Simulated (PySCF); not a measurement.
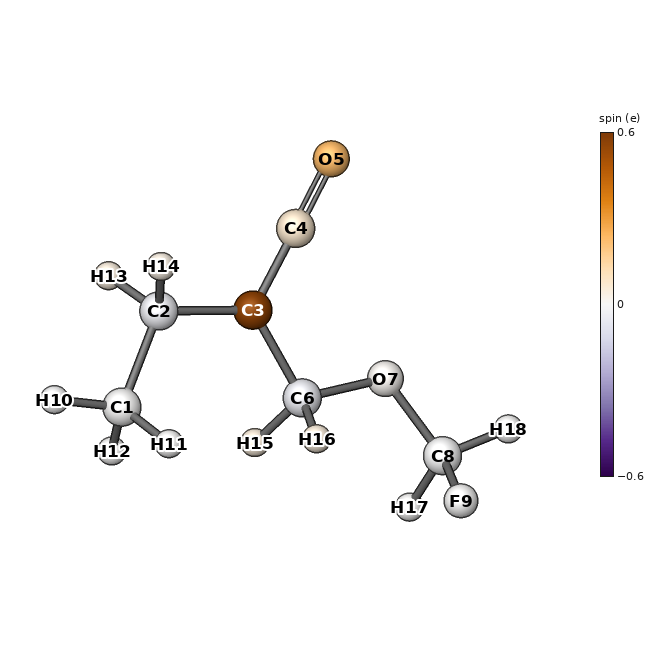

Atoms are coloured by their Mulliken spin populations. State: charge +1, doublet. Computed geometry: GFN2-xTB optimisation. No frequency run is at hand to confirm it as a minimum. Properties computed with UKS B3LYP, pcH-1 on C F H O, non-relativistic (PySCF 2.14.0).

List the Mulliken spin populations.

```
atom  value (e)
  C1       0.00
  C2      −0.03
  C3       0.56
  C4       0.07
  O5       0.23
  C6      −0.04
  O7       0.01
  C8       0.00
  F9       0.00
 H10       0.00
 H11       0.00
 H12       0.00
 H13       0.05
 H14       0.04
 H15       0.05
 H16       0.05
 H17       0.00
 H18       0.00
```

Mulliken values depend strongly on the basis set.
